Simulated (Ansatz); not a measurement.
# H₆O₄SiSn: shape, modes and thermochemistry

What shape does H₆O₄SiSn take? The plan is to relax it, check the end point by its vibrations and derive ideal-gas thermochemistry, and look at its orbitals and charge.

Computed with Ansatz 0.2.0, Gaussian basis. Level: RKS PBE0-D4/def2-TZVP.

Levels to be run: relaxation at PBE-D4/def2-SVP; relaxation at PBE0-D4/def2-TZVP; harmonic vibrations at the same level; a single point in def2-TZVPP for the fields.

2 further runs of the same task are left out: 2 for a known fault of the program. Runs told in other sessions of the task aren't counted.

## (1) Where the work starts

SMILES `O[Si](O)(O)[O][SnH3]`, 12 atoms, charge 0, spin multiplicity 1.

Atoms are counted from 1 here; the program's logs count them from 0.

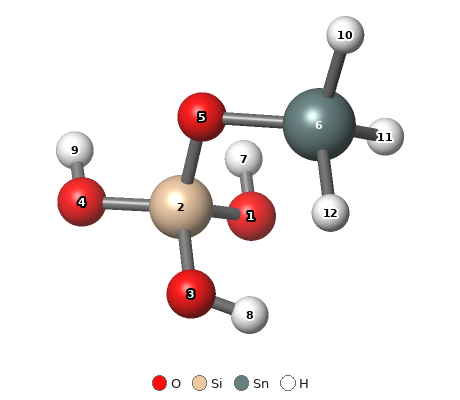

Start geometry, drawn with oxygen red, silicon light orange, tin teal, hydrogen white; atoms are numbered from 1 in the order of the file.

Coordinates:

| atom | x (Å) | y (Å) | z (Å) |
| --- | --- | --- | --- |
| O1 | -1.3708 | -0.9302 | -0.6703 |
| Si2 | -0.8088 | -0.0652 | 0.6959 |
| O3 | 0.0448 | -1.1557 | 1.6711 |
| O4 | -2.0460 | 0.5743 | 1.6016 |
| O5 | 0.2098 | 1.2361 | 0.1924 |
| Sn6 | 1.6748 | 0.4579 | -0.8630 |
| H7 | -1.8090 | -0.1737 | -1.2296 |
| H8 | 0.3859 | -1.8744 | 1.0709 |
| H9 | -2.5529 | 1.2313 | 1.0420 |
| H10 | 2.7196 | 1.7172 | -1.4342 |
| H11 | 0.9975 | -0.4359 | -2.2002 |
| H12 | 2.6321 | -0.6369 | 0.1572 |

The start is a force-field geometry with small random shifts, so a cheaper pass at PBE-D4/def2-SVP comes first. Sn takes the def2 core potential; no spin-orbit term is included.

## (2) Relaxation at PBE-D4/def2-SVP (cheap first pass)

Contents of in.yaml:

```yaml
crystal:
  periodic: [false, false, false]
  atoms:
    - {symbol: O, position_ang: [-1.370800, -0.930200, -0.670300]}
    - {symbol: Si, position_ang: [-0.808800, -0.065200, 0.695900]}
    - {symbol: O, position_ang: [0.044800, -1.155700, 1.671100]}
    - {symbol: O, position_ang: [-2.046000, 0.574300, 1.601600]}
    - {symbol: O, position_ang: [0.209800, 1.236100, 0.192400]}
    - {symbol: Sn, position_ang: [1.674800, 0.457900, -0.863000]}
    - {symbol: H, position_ang: [-1.809000, -0.173700, -1.229600]}
    - {symbol: H, position_ang: [0.385900, -1.874400, 1.070900]}
    - {symbol: H, position_ang: [-2.552900, 1.231300, 1.042000]}
    - {symbol: H, position_ang: [2.719600, 1.717200, -1.434200]}
    - {symbol: H, position_ang: [0.997500, -0.435900, -2.200200]}
    - {symbol: H, position_ang: [2.632100, -0.636900, 0.157200]}
basis:
  gaussian: {orbitals: def2-SVP}
hamiltonian: {xc: pbe, dispersion: d4}
relax: {f_tol: 0.03, max_steps: 200}
```

Run with:

```console
ansatz run in.yaml --threads 4 --pin off --events-out ev --progress --plain --max-ram 11315MiB
```

The program printed, shortened:

```text
Functional definition: PBE
  name "PBE"
  cite "Perdew, Burke & Ernzerhof, Phys. Rev. Lett. 77, 3865 (1996) doi:10.1103/PhysRevLett.77.3865"
  parent pbe
[...]
1407 factors; their error is unknown
[...]
mean field -21976.99331132 eV, -807.6396076501 hartree, gradient 4.7e-5 eV, S^2 0.000000; 0 other end points of the search recorded, 0 dependent functions left out
[...]
reference -21976.99335549 eV, -807.6396092730 hartree; 37, 37 occupied and 93, 93 virtual orbitals, 1407 factors
relax step   1: F+E_penalty+E_count = -21977.30712237 eV  Δ(F+E_penalty+E_count) = +0.000e0 eV  max|allowed force component| = 2.357e0 eV/Å  Δτ_max = 0.0000 Å  (29 SCF iters, accepted)
[...]
relax step   7: F+E_penalty+E_count = -21977.92270438 eV  Δ(F+E_penalty+E_count) = -1.230e-3 eV  max|allowed force component| = 9.963e-1 eV/Å  Δτ_max = 0.1950 Å  (30 SCF iters, accepted)
[...]
relax step  13: F+E_penalty+E_count = -21978.01366986 eV  Δ(F+E_penalty+E_count) = -6.510e-3 eV  max|allowed force component| = 2.319e-1 eV/Å  Δτ_max = 0.1463 Å  (28 SCF iters, accepted)
[...]
relax step  19: F+E_penalty+E_count = -21978.04147635 eV  Δ(F+E_penalty+E_count) = -5.884e-3 eV  max|allowed force component| = 1.793e-1 eV/Å  Δτ_max = 0.0497 Å  (28 SCF iters, accepted)
[...]
1407 factors; their error is unknown
mean field -21977.75057822 eV, -807.6674366952 hartree, gradient 8.3e-5 eV, S^2 0.000000; 1 other end points of the search recorded, 0 dependent functions left out
[...]
reference -21977.75062421 eV, -807.6674383852 hartree; 37, 37 occupied and 93, 93 virtual orbitals, 1407 factors
Total energy: -21978.05310794 eV, -807.6785544572 hartree
Atom 0 at    -1.931021    -0.956383    -0.714250 Å, force     0.001347     0.004656     0.000858 eV/Å
Atom 1 at    -0.926497    -0.149485     0.344520 Å, force     0.005382    -0.005195     0.000602 eV/Å
Atom 2 at     0.121831    -1.319763     0.933762 Å, force    -0.008819     0.006327    -0.001082 eV/Å
Atom 3 at    -1.922754     0.560852     1.481079 Å, force    -0.000966     0.000798    -0.001545 eV/Å
Atom 4 at     0.060790     1.009176    -0.295649 Å, force     0.001734    -0.004967    -0.004029 eV/Å
Atom 5 at     1.976522     0.582928    -0.822017 Å, force    -0.003178     0.003577     0.003033 eV/Å
Atom 6 at    -2.786617    -0.513652    -0.848945 Å, force    -0.001905     0.001684     0.000811 eV/Å
Atom 7 at    -0.264934    -2.211307     0.980110 Å, force     0.004212    -0.003716     0.001796 eV/Å
Atom 8 at    -1.533711     1.365845     1.865336 Å, force     0.000842    -0.002061     0.000768 eV/Å
Atom 9 at     2.408029     1.982333    -1.736747 Å, force    -0.000278     0.000611     0.001002 eV/Å
Atom 10 at     1.978060    -0.849496    -1.782164 Å, force     0.001267    -0.002682    -0.000698 eV/Å
Atom 11 at     2.897301     0.443752     0.628765 Å, force     0.000364     0.000969    -0.001517 eV/Å
Dipole moment:     0.123169     0.019109    -0.012381 e Å
```

Wall time 45 s (4 threads of Arm Neoverse V1, shared host).

Along the way: (the energy doesn't fall at every step)

| step | energy from step 1 (eV) | largest force component (eV/Å) |
| --- | --- | --- |
| 1 | 0.0000 | 2.3569 |
| 2 | -0.3481 | 1.3686 |
| 3 | -0.4885 | 0.4894 |
| 4 | -0.5529 | 0.2365 |
| 5 | -0.5872 | 0.2146 |
| 6 | -0.6144 | 0.1508 |
| 7 | -0.6156 | 0.9963 |
| 8 | -0.6649 | 0.1680 |
| 9 | -0.6852 | 0.2844 |
| 10 | -0.6813 | 0.4807 |
| 11 | -0.6925 | 0.1760 |
| 12 | -0.7000 | 0.0694 |
| 13 | -0.7065 | 0.2319 |
| 14 | -0.7002 | 0.4944 |
| 15 | -0.7139 | 0.0353 |
| 16 | -0.7186 | 0.0627 |
| 17 | -0.7272 | 0.1008 |
| 18 | -0.7285 | 0.2293 |
| 19 | -0.7344 | 0.1793 |
| 20 | -0.7409 | 0.2192 |
| 21 | -0.7399 | 0.2409 |
| 22 | -0.7451 | 0.0212 |
| 23 | -0.7456 | 0.0686 |
| 24 | -0.7459 | 0.0337 |
| 25 | -0.7459 | 0.0481 |
| 26 | -0.7459 | 0.0088 |

The force was under the threshold of 0.03 eV/Å already at step 22, but the program went on to step 26.

Distances of close pairs at the start and the end, largest changes first:

| bond | before (Å) | after (Å) | change (Å) |
| --- | --- | --- | --- |
| Si2–Sn6 | 2.979 | 3.213 | +0.235 |
| Si2–O5 | 1.728 | 1.651 | -0.076 |
| O5–Sn6 | 1.966 | 2.032 | +0.066 |
| O1–H7 | 1.038 | 0.973 | -0.065 |
| Sn6–H12 | 1.776 | 1.724 | -0.053 |
| O1–Si2 | 1.712 | 1.668 | -0.044 |
| O4–H9 | 1.001 | 0.973 | -0.028 |
| O3–H8 | 0.997 | 0.973 | -0.024 |

## (3) Geometry optimisation, PBE0-D4/def2-TZVP

Contents of in.yaml:

```yaml
crystal:
  periodic: [false, false, false]
  atoms:
    - {symbol: O, position_ang: [-1.931021, -0.956383, -0.714250]}
    - {symbol: Si, position_ang: [-0.926497, -0.149485, 0.344520]}
    - {symbol: O, position_ang: [0.121831, -1.319763, 0.933762]}
    - {symbol: O, position_ang: [-1.922754, 0.560852, 1.481079]}
    - {symbol: O, position_ang: [0.060790, 1.009176, -0.295649]}
    - {symbol: Sn, position_ang: [1.976522, 0.582928, -0.822017]}
    - {symbol: H, position_ang: [-2.786617, -0.513652, -0.848945]}
    - {symbol: H, position_ang: [-0.264934, -2.211307, 0.980110]}
    - {symbol: H, position_ang: [-1.533711, 1.365845, 1.865336]}
    - {symbol: H, position_ang: [2.408029, 1.982333, -1.736747]}
    - {symbol: H, position_ang: [1.978060, -0.849496, -1.782164]}
    - {symbol: H, position_ang: [2.897301, 0.443752, 0.628765]}
basis:
  gaussian: {orbitals: def2-TZVP}
hamiltonian: {xc: pbe0, dispersion: d4}
relax: {f_tol: 0.005, max_steps: 150}
```

Launched as before.

The program printed, shortened:

```text
Functional definition: PBE0
  name "PBE0"
  cite "Adamo & Barone, J. Chem. Phys. 110, 6158 (1999) doi:10.1063/1.478522"
  cite "Perdew, Burke & Ernzerhof, Phys. Rev. Lett. 77, 3865 (1996) doi:10.1103/PhysRevLett.77.3865"
  parent pbe
[...]
1597 factors; their error is unknown
[...]
mean field -21992.70166876 eV, -808.2168791382 hartree, gradient 5.6e-5 eV, S^2 0.000000; 0 other end points of the search recorded, 0 dependent functions left out
[...]
reference -21992.70170939 eV, -808.2168806314 hartree; 37, 37 occupied and 210, 210 virtual orbitals, 1597 factors
relax step   1: F+E_penalty+E_count = -21992.96013529 eV  Δ(F+E_penalty+E_count) = +0.000e0 eV  max|allowed force component| = 1.141e0 eV/Å  Δτ_max = 0.0000 Å  (28 SCF iters, accepted)
[...]
Atom 2 at     0.023632    -1.375557     0.975851 Å, force     0.001479    -0.000134     0.003080 eV/Å
Atom 3 at    -1.894296     0.549686     1.426430 Å, force     0.000883     0.001319     0.000189 eV/Å
Atom 4 at     0.125725     0.893145    -0.261929 Å, force     0.002309     0.000719    -0.000507 eV/Å
Atom 5 at     1.987588     0.612025    -0.857419 Å, force    -0.001633    -0.000380     0.000327 eV/Å
Atom 6 at    -2.713572    -0.437755    -0.936492 Å, force     0.001238    -0.000837     0.000688 eV/Å
Atom 7 at    -0.409986    -2.206791     1.172224 Å, force    -0.000891     0.000929    -0.001482 eV/Å
Atom 8 at    -1.508520     1.271783     1.923743 Å, force    -0.000106    -0.001073     0.000080 eV/Å
Atom 9 at     2.310879     2.015443    -1.765638 Å, force    -0.000431    -0.000093     0.000387 eV/Å
Atom 10 at     2.023830    -0.804769    -1.798679 Å, force    -0.000510     0.000042    -0.000324 eV/Å
Atom 11 at     2.939770     0.513668     0.549486 Å, force     0.000441     0.000466     0.000214 eV/Å
Dipole moment:     0.176311     0.095453     0.004757 e Å
```

It took 73 s on 4 threads of Arm Neoverse V1, shared host; peak memory 0.83 GiB.

Along the way:

| step | energy from step 1 (eV) | largest force component (eV/Å) |
| --- | --- | --- |
| 1 | 0.0000 | 1.1412 |
| 2 | -0.0976 | 0.6157 |
| 3 | -0.1323 | 0.1130 |
| 4 | -0.1386 | 0.2244 |
| 5 | -0.1440 | 0.0437 |
| 6 | -0.1453 | 0.0393 |
| 7 | -0.1455 | 0.0195 |
| 8 | -0.1456 | 0.0040 |
| 9 | -0.1456 | 0.0052 |
| 10 | -0.1456 | 0.0106 |
| 11 | -0.1456 | 0.0035 |

The force was under the threshold of 0.005 eV/Å already at step 8, but the program went on to step 11.

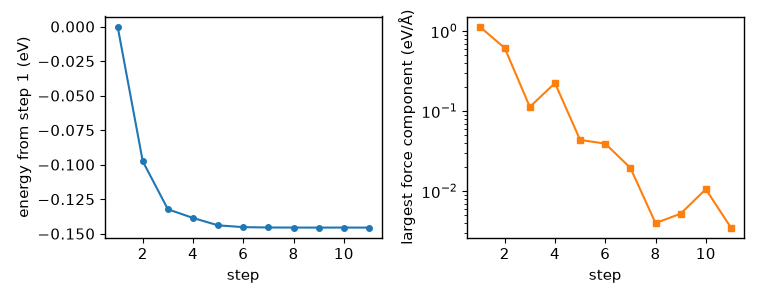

Energy and largest force along the relaxation.

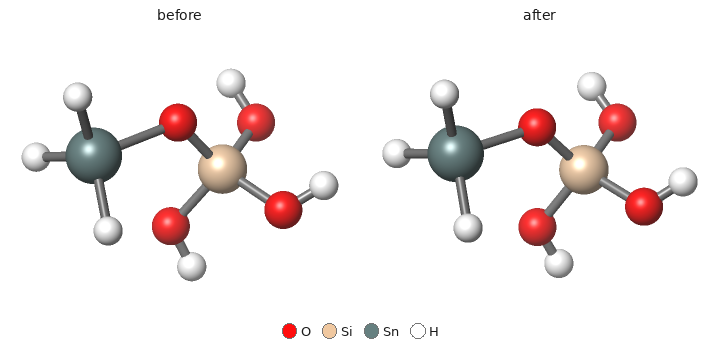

The geometry before (left) and after (right).

Close pairs (by a distance rule), those that changed most:

| bond | before (Å) | after (Å) | change (Å) |
| --- | --- | --- | --- |
| O5–Sn6 | 2.032 | 1.975 | -0.057 |
| Si2–O5 | 1.651 | 1.611 | -0.040 |
| Si2–O3 | 1.678 | 1.640 | -0.038 |
| O1–Si2 | 1.668 | 1.634 | -0.033 |
| Si2–O4 | 1.670 | 1.637 | -0.033 |
| Sn6–H10 | 1.727 | 1.703 | -0.024 |
| Sn6–H11 | 1.724 | 1.701 | -0.023 |
| Sn6–H12 | 1.724 | 1.702 | -0.022 |

Mulliken charges of the relaxed molecule (report file):

| atom | value (e) |
| --- | --- |
| O1 | -0.53 |
| Si2 | 0.73 |
| O3 | -0.53 |
| O4 | -0.52 |
| O5 | -0.58 |
| Sn6 | 0.58 |
| H7 | 0.33 |
| H8 | 0.33 |
| H9 | 0.33 |
| H10 | -0.05 |
| H11 | -0.04 |
| H12 | -0.05 |

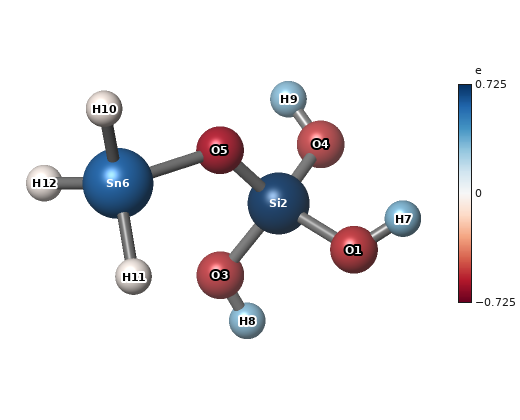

Mulliken charges of the relaxed molecule (report file), as colours on the atoms.

## (4) Vibrations by finite differences

Contents of in.yaml:

```yaml
crystal:
  periodic: [false, false, false]
  atoms:
    - {symbol: O, position_ang: [-1.899602, -0.902369, -0.738154]}
    - {symbol: Si, position_ang: [-0.908449, -0.183710, 0.344376]}
    - {symbol: O, position_ang: [0.023632, -1.375557, 0.975851]}
    - {symbol: O, position_ang: [-1.894296, 0.549686, 1.426430]}
    - {symbol: O, position_ang: [0.125725, 0.893145, -0.261929]}
    - {symbol: Sn, position_ang: [1.987588, 0.612025, -0.857419]}
    - {symbol: H, position_ang: [-2.713572, -0.437755, -0.936492]}
    - {symbol: H, position_ang: [-0.409986, -2.206791, 1.172224]}
    - {symbol: H, position_ang: [-1.508520, 1.271783, 1.923743]}
    - {symbol: H, position_ang: [2.310879, 2.015443, -1.765638]}
    - {symbol: H, position_ang: [2.023830, -0.804769, -1.798679]}
    - {symbol: H, position_ang: [2.939770, 0.513668, 0.549486]}
basis:
  gaussian: {orbitals: def2-TZVP}
hamiltonian: {xc: pbe0, dispersion: d4}
phonons: {temperatures: {t_min: 298.15, t_max: 900, t_step: 200}}
```

The command is unchanged.

The program printed, shortened:

```text
Functional definition: PBE0
  name "PBE0"
  cite "Adamo & Barone, J. Chem. Phys. 110, 6158 (1999) doi:10.1063/1.478522"
  cite "Perdew, Burke & Ernzerhof, Phys. Rev. Lett. 77, 3865 (1996) doi:10.1103/PhysRevLett.77.3865"
  parent pbe
[...]
1597 factors; their error is unknown
[...]
mean field -21992.84617419 eV, -808.2221896151 hartree, gradient 2.4e-5 eV, S^2 0.000000; 0 other end points of the search recorded, 0 dependent functions left out
[...]
reference -21992.84621463 eV, -808.2221911010 hartree; 37, 37 occupied and 210, 210 virtual orbitals, 1597 factors
[...]
1597 factors; their error is unknown
mean field -21992.84597886 eV, -808.2221824367 hartree, gradient 1.7e-6 eV, S^2 0.000000; 0 other end points of the search recorded, 0 dependent functions left out
[...]
reference -21992.84601930 eV, -808.2221839229 hartree; 37, 37 occupied and 210, 210 virtual orbitals, 1597 factors
[...]
Atom 5 at     1.987588     0.612025    -0.857419 Å, force    -0.001425    -0.000376     0.000534 eV/Å
Atom 6 at    -2.713572    -0.437755    -0.936492 Å, force     0.001185    -0.000862     0.000705 eV/Å
Atom 7 at    -0.409986    -2.206791     1.172224 Å, force    -0.000828     0.000898    -0.001420 eV/Å
Atom 8 at    -1.508520     1.271783     1.923743 Å, force    -0.000099    -0.001103     0.000080 eV/Å
Atom 9 at     2.310879     2.015443    -1.765638 Å, force    -0.000487    -0.000110     0.000317 eV/Å
Atom 10 at     2.023830    -0.804769    -1.798679 Å, force    -0.000591     0.000078    -0.000341 eV/Å
Atom 11 at     2.939770     0.513668     0.549486 Å, force     0.000441     0.000475     0.000195 eV/Å
Dipole moment:     0.176311     0.095454     0.004760 e Å
Vibrations: 42.12 69.45 78.17 177.57 212.79 265.86 283.67 296.51 355.20 380.47 395.18 502.09 513.62 568.17 698.74 701.04 706.02 805.19 834.57 841.01 866.91 954.69 979.51 1048.23 1967.91 1971.20 1973.96 3928.78 3929.85 3931.43 cm⁻¹, zero-point energy 1.877116 eV
```

It took 5.9 min on 4 threads of Arm Neoverse V1, shared host; peak memory 0.87 GiB.

Motions are named by where the mode's potential energy lies. The modes, unscaled (a negative number is an imaginary wavenumber):

| mode | cm⁻¹ | motion |
| --- | --- | --- |
| 1 | 42 | torsion |
| 2 | 69 | bend |
| 3 | 78 | torsion |
| 4 | 178 | torsion with bend |
| 5 | 213 | torsion with bend |
| 6 | 266 | torsion |
| 7 | 284 | torsion with bend |
| 8 | 297 | torsion |
| 9 | 355 | torsion with bend |
| 10 | 380 | torsion with bend |
| 11 | 395 | torsion with bend |
| 12 | 502 | bend |
| 13 | 514 | bend |
| 14 | 568 | Sn–O stretch with bend |
| 15 | 699 | bend |
| 16 | 701 | bend |
| 17 | 706 | bend |
| 18 | 805 | Si–O stretch |
| 19 | 835 | bend |
| 20 | 841 | bend |
| 21 | 867 | bend with Si–O stretch |
| 22 | 955 | Si–O stretch |
| 23 | 980 | Si–O stretch |
| 24 | 1048 | Si–O stretch |
| 25 | 1968 | Sn–H stretch |
| 26 | 1971 | Sn–H stretch |
| 27 | 1974 | Sn–H stretch |
| 28 | 3929 | O–H stretch |
| 29 | 3930 | O–H stretch |
| 30 | 3931 | O–H stretch |

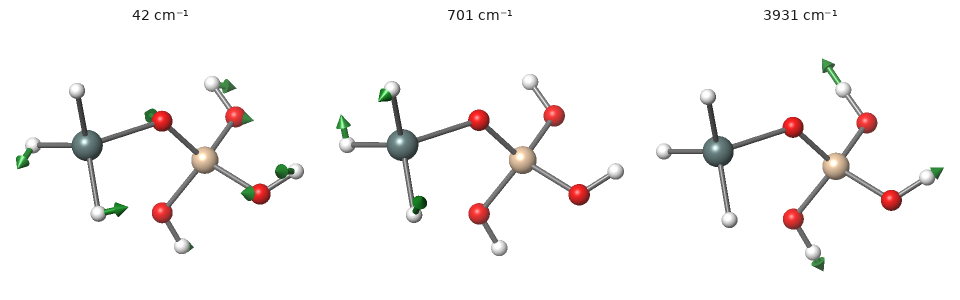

How the atoms move in 3 of the modes.

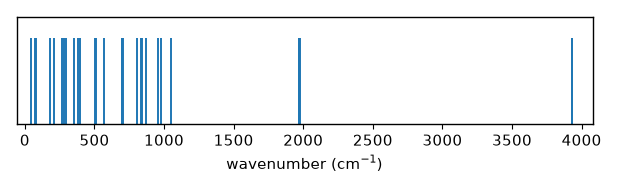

The harmonic wavenumbers as sticks (no intensities were computed).

Ideal gas, rigid rotor and harmonic oscillator at 298.15 K and 1 bar, with symmetry number 1:

| term | value |
| --- | --- |
| zero-point energy | 43.3 kcal/mol |
| H(298) − E | 50.2 kcal/mol |
| entropy, translation | 175.9 J/(mol K) |
| entropy, rotation | 123.3 J/(mol K) |
| entropy, vibration | 121.7 J/(mol K) |
| entropy, total | 420.9 J/(mol K) |

## (5) Fields at the relaxed geometry

in.yaml: that of step 4 with these lines changed.

```diff
@@ -16,4 +16,4 @@
 basis:
-  gaussian: {orbitals: def2-TZVP}
+  gaussian: {orbitals: def2-TZVPP}
 hamiltonian: {xc: pbe0, dispersion: d4}
-phonons: {temperatures: {t_min: 298.15, t_max: 900, t_step: 200}}
+output: {orbitals: {seedname: orbitals}}
```

The command is unchanged.

The program printed:

```text
Functional definition: PBE0
  name "PBE0"
  cite "Adamo & Barone, J. Chem. Phys. 110, 6158 (1999) doi:10.1063/1.478522"
  cite "Perdew, Burke & Ernzerhof, Phys. Rev. Lett. 77, 3865 (1996) doi:10.1103/PhysRevLett.77.3865"
  parent pbe
  parameter a = 0.25
  parameter kappa = 0.804
  parameter beta = 0.06672455060314922
  exchange = (1 - a)*pbe_x(kappa = kappa, mu = beta*pi^2/3) + a*exact_x
  correlation = pbe_c(beta = beta)
1710 factors; their error is unknown
mean field evaluation 1: about -21978.1689 eV, gradient 9.8e1 eV
mean field evaluation 2: about -21954.8386 eV, gradient 1.5e2 eV
mean field evaluation 4: about -21992.7424 eV, gradient 9.4e0 eV
mean field evaluation 8: about -21992.8781 eV, gradient 4.9e-2 eV
mean field evaluation 16: about -21992.9880 eV, gradient 7.3e-5 eV
mean field -21992.98804595 eV, -808.2274033058 hartree, gradient 7.3e-5 eV, S^2 0.000000; 0 other end points of the search recorded, 0 dependent functions left out
reference -21992.98808595 eV, -808.2274047758 hartree; 37, 37 occupied and 263, 263 virtual orbitals, 1710 factors
Total energy: -21993.24764183 eV, -808.2369432787 hartree
```

It took 6 s on 4 threads of Arm Neoverse V1, shared host; peak memory 1 GiB.

The fields below are evaluated on a grid from the run's orbitals.

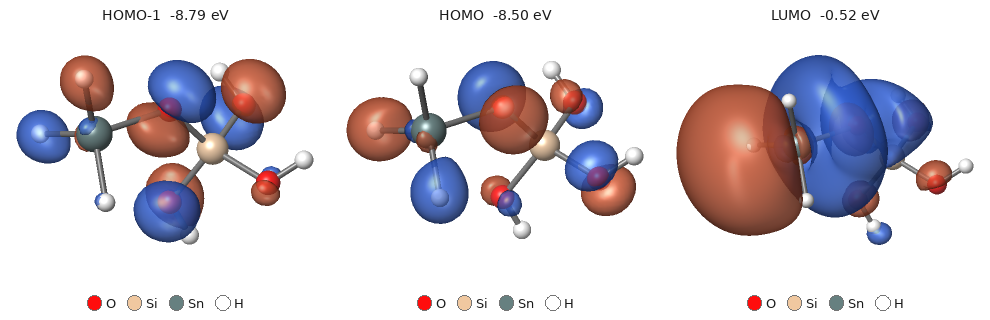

Frontier orbitals at PBE0-D4/def2-TZVPP; each surface holds 70 % of the orbital's density, blue and red mark the sign.

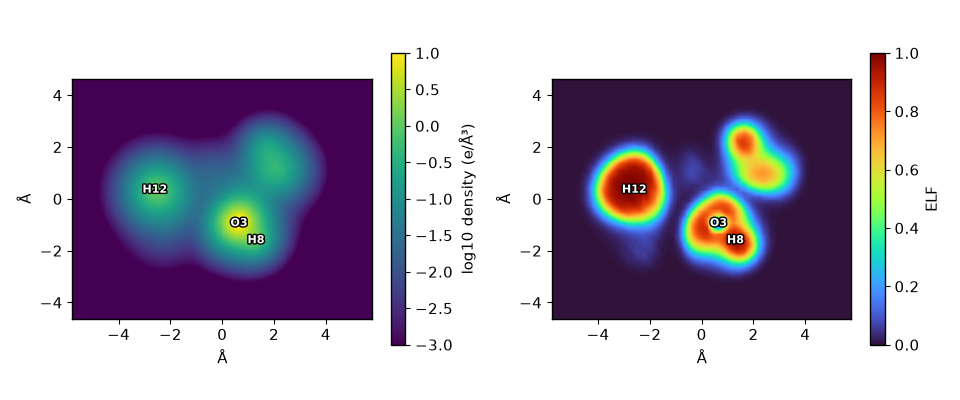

Density (left) and ELF (right) in a plane through or near 3 of the atoms.

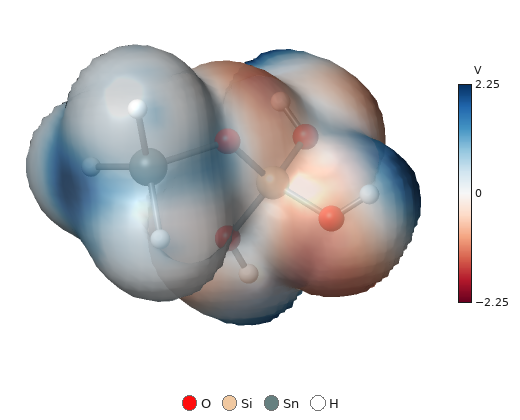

Electrostatic potential on the surface of density 0.002 e/bohr³; red is low, blue high. It runs from -1.31 V near O1 to 2.25 V near H9.

## (6) Outcome

| quantity | value |
| --- | --- |
| point group | C1 |
| steps | 26 + 11 |
| shift from the start (rms) | 0.829 Å |
| total energy | -21993.1058 eV |
| dispersion term | -260 meV |
| dipole moment | 0.96 D |
| lowest, highest wavenumber | 42, 3931 cm⁻¹ |
| zero-point energy | 43.3 kcal/mol |
| entropy at 298.15 K | 420.9 J/(mol K) |
| HOMO, LUMO | -8.50, -0.52 eV |

**Reading.** The atoms moved 0.83 Å (rms) from the start; the bond that changed most is Si2–O5, from 1.728 to 1.611 Å. No mode is imaginary: a true minimum at this level. The stiffest mode, 3931 cm⁻¹, is an O–H stretch, and 4 modes under 200 cm⁻¹ make the vibrational entropy uncertain. Harmonic hybrid wavenumbers usually lie a few per cent above measured fundamentals. The largest Mulliken charge, +0.73 e, sits on Si2. The HOMO lies mostly on O5 47 %; O1 15 % and the LUMO on Sn6 17 %; H10, H11, H12 about 17 % each.
